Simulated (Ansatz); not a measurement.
# HNSn (SMILES [NH]=[Sn]) (triplet): what the fields show

```yaml
atoms:
  - { symbol: N, position_ang: [-2.2641, 0.3871, -0.2643] }
  - { symbol: Sn, position_ang: [-0.7116, 1.5632, 0.5302] }
  - { symbol: H, position_ang: [-3.2252, 0.6083, 0.0210] }
```

Geometry: r2SCAN-D4/def2-TZVP; core potentials replace the inner electrons of Sn.

These are results of Ansatz 0.2.0, isolated molecule in a Gaussian basis; Kohn-Sham density functional theory, functional PBE0, not measurements.

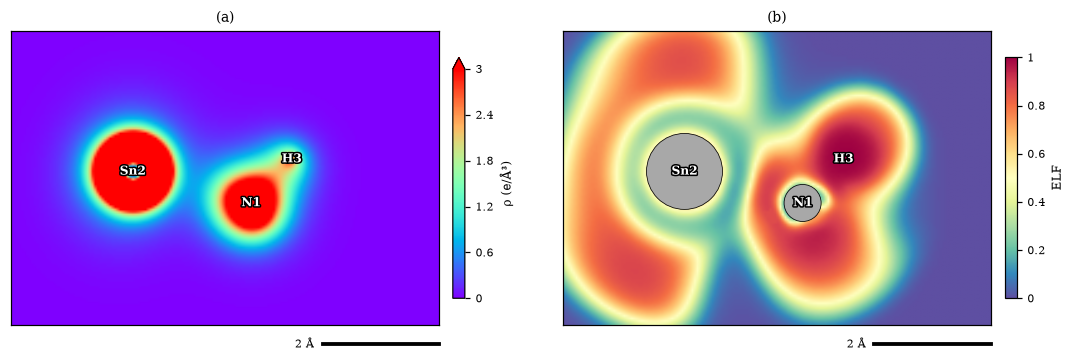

Figure 1. (a) electron density; (b) ELF on the molecular plane. Grey discs cover the atomic cores in the ELF map.

What do the fields say about this system?

Answer.
- Atoms in the plane: N, Sn and H.
- Sn–N (2.10 Å): ρ is about 0.69 e/Å³ halfway; the ELF peaks at about 0.90 in the valence shell of N, 0.6 Å from its nucleus, and drops to about 0.15 between the two atoms.
- N–H (1.03 Å): ρ at the midpoint is about 2.8 e/Å³; the ELF climbs to about 1 towards the hydrogen, as it does in any bond to H (a covalent bond by its length).
- The ELF also peaks beside N1, away from the bonds: non-bonding electrons, paired or unpaired.

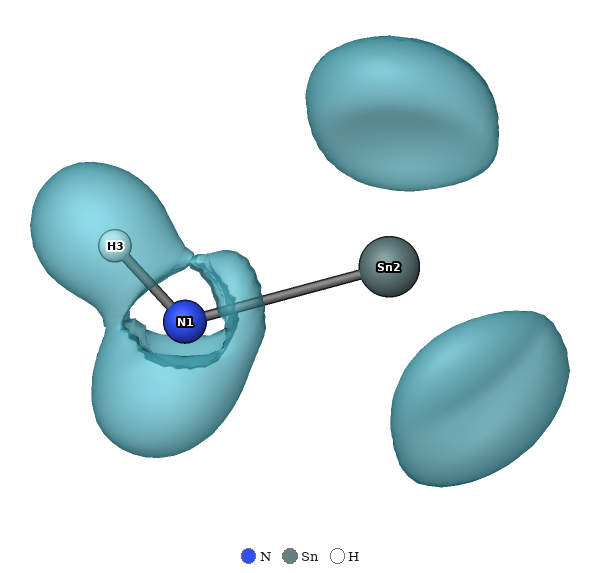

Figure 2. Isosurface of the ELF at 0.8 (cyan), seen across its widest extent. Core shells and regions of very low density are left out.

What do the ELF domains correspond to?

Answer. The ELF exceeds this value in two lobes on Sn, pointing away from the bonds (non-bonding electrons) and one joined region spread over several atoms (H, N), in which their bonds and any lone pairs are merged.

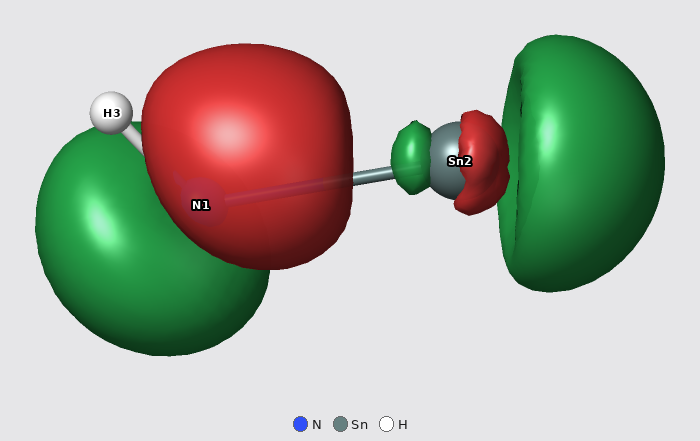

Figure 3. The HOMO (β) at ±0.15 Å⁻³ᐟ² (green and red are the two phases), seen at a tilt.

Describe this orbital and give its energy.

Answer. By Hirshfeld shares it lies mainly on N1 (about 60 %) and Sn2 (about 35 %); it is symmetric in the molecular plane (an in-plane orbital: σ, lone-pair or in-plane π type). Its energy is −6.91 eV.
